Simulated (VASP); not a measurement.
Band structure of ZnCdS$_{2}$ (space group P-4m2). Method: LDA (Ceperley-Alder, Perdew-Zunger), VASP's LDA PAW potentials (set 64) (plane waves; VASP).

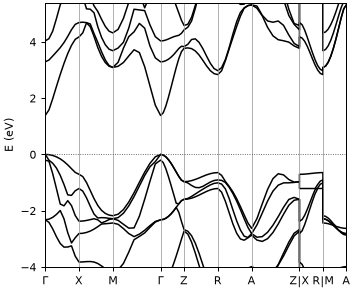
Figure. Bands along high-symmetry lines, zero at the valence-band maximum or, without a gap, the Fermi level

Read the plot: is there a gap, and where are the band edges?

The gap is direct, 1.38 eV, from the valence maximum at Γ to the conduction minimum at Γ. (Edges off the drawn lines would not show.)

The structure comes from a computed database's ZnCdS2 entry (P-4m2); how it stands against other phases isn't given here. It was relaxed first, which changed the volume by -6 %.
